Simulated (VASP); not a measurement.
**Sr₂B₂C: density, localisation and related maps**

```xyz
5
Lattice="4.5335 0.0000 0.0000 0.0000 4.5335 0.0000 0.0000 0.0000 6.3996" Properties=species:S:1:pos:R:3 pbc="T T T"
Sr    0.0000    0.0000    0.0000
Sr    0.0000    0.0000    3.1998
B     2.2667    0.0000    0.0000
B     0.0000    2.2667    0.0000
C     2.2667    2.2667    0.0000
```

Space group P4/mmm; a generated structure, not necessarily the stable one.

These are results of Kohn-Sham DFT of a periodic cell, PBE, VASP PAW PBE potentials, recommended (VASP 6.6.1), not measurements.

In a PAW calculation such maps are meaningful between the atoms, not at the nuclei.

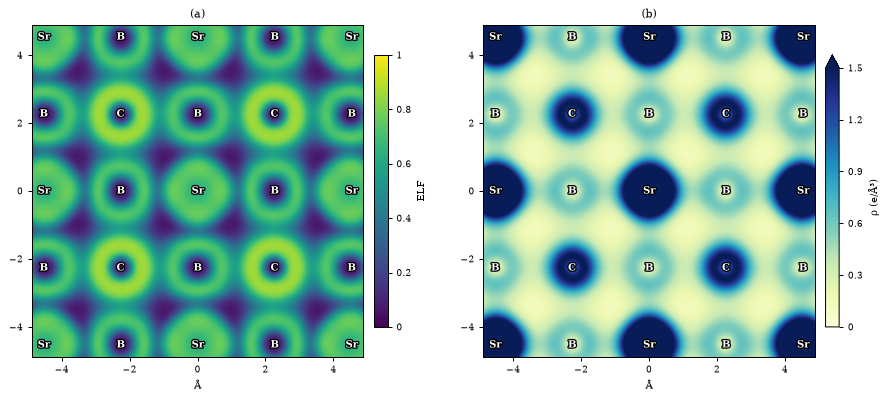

Figure 1. (a) ELF; (b) valence electron density on the (001) plane of the conventional cell.

Read the bonding off the picture.

- Atoms in the plane: Sr, B and C.
- Sr–B (2.27 Å): ρ is about 0.55 e/Å³ halfway, with its minimum of 0.47 e/Å³ about 1.3 Å from Sr; the ELF peaks at about 0.75 in the valence shell of B, 0.7 Å from its nucleus, and drops to about 0.40 between the two atoms.
- Sr–C (3.21 Å): ρ is about 0.13 e/Å³ halfway; the ELF is about 0.10 at the midpoint (no shared electron pair shows on this line).
- Between the atoms the lowest density in this plane is 0.13 e/Å³.
- The features right at Sr lie inside the PAW spheres, where the map follows smoothed inner orbitals and isn't to be read closely.

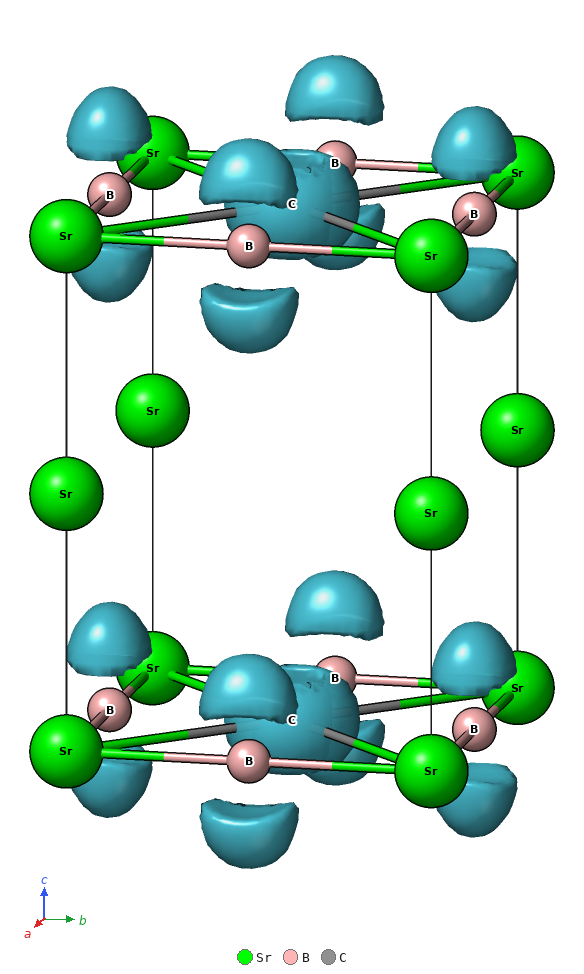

Figure 2. Isosurface of the electron localisation function at 0.8 (cyan), seen slightly off an axis. Only the valence region is drawn (cores and ρ < 0.01 e/Å³ removed). Sticks mark near contacts.

What do the ELF domains correspond to?

At this value the surface marks out four lobes on B, pointing away from the bonds (lone pairs) and one region wrapped around C (its valence shell), counted in one cell of 5 atoms. Regions shared between cells count once.
